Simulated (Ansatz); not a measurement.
```xyz
7

N    -1.1387   -0.2070   -0.9127
C    -0.1700   -0.0312   -0.1364
Si    1.1428    0.2076    0.9160
H    -1.7794   -0.9973   -0.8162
H    -1.3418    0.4303   -1.6855
H     0.8766    1.0169    2.1108
H     2.4104   -0.4192    0.5241
```

Geometry: PBE0-D4/def2-TZVP.

These are results of RKS PBE0-D4/def2-TZVPP (Ansatz 0.2.0), not measurements.

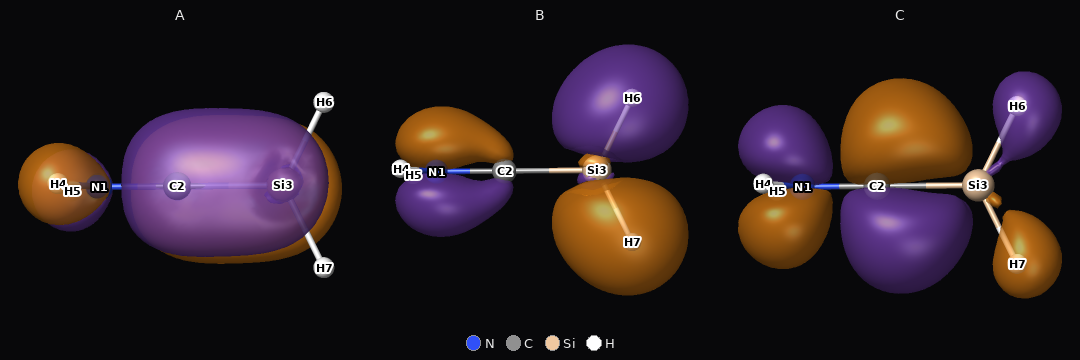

CH4NSi (SMILES [NH2+]=C=[SiH2]) (charge +1). Three frontier orbitals at ±0.1 Å⁻³ᐟ² (orange and purple are the two phases), in no order.

Order the three orbitals by energy and name them.

B is the HOMO−1 (−15.97 eV). Its weight (Hirshfeld) is mainly on Si3 (about 35 %), H6 (about 25 %), H7 (about 25 %) and N1 (about 10 %). A is the HOMO (−12.64 eV). By Hirshfeld shares it lies mainly on C2 (about 50 %), Si3 (about 35 %) and N1 (about 10 %); π-bonding across C2–Si3. C is the LUMO (−7.81 eV). It lies mainly on C2 (about 45 %), N1 (about 25 %) and Si3 (about 20 %).

What is the HOMO–LUMO gap?

4.83 eV between the orbital energies.
